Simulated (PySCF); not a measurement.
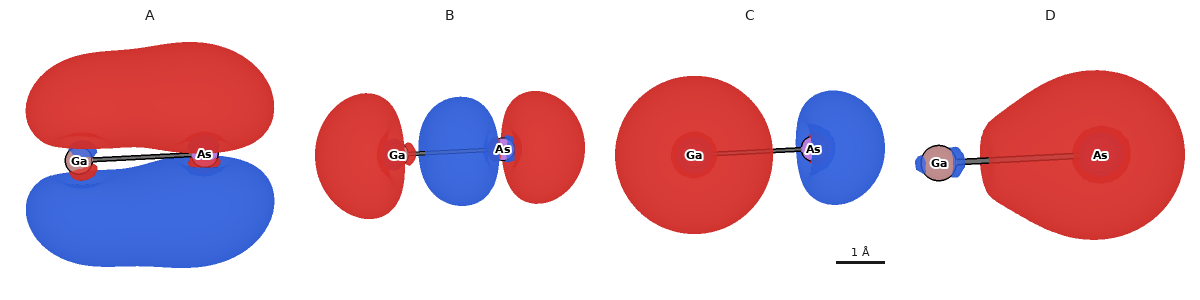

The picture shows: GaAs (triplet). Four frontier β-spin orbitals, each drawn at the value that holds 80 % of its norm (red and blue are the two phases), in no order; of a degenerate pair one member is drawn.

Method: PBE0/cc-pVDZ(-PP), non-relativistic Hamiltonian with scalar-relativistic core potentials where named, at a bond length of 2.585 Å in PySCF.

Label each orbital by symmetry, say whether it is occupied, and order them by energy.

Answer. Orbital D: σ, occupied in this spin, −14.50 eV; mainly on As (85 %).
Orbital C: σ, occupied in this spin, −9.83 eV; mainly on Ga (75 %).
Orbital B: σ, occupied in this spin, −5.21 eV; shared between the atoms (Ga 45 %, As 55 %).
Orbital A: π, empty in this spin, −3.05 eV; bonding, with no node between the atoms.
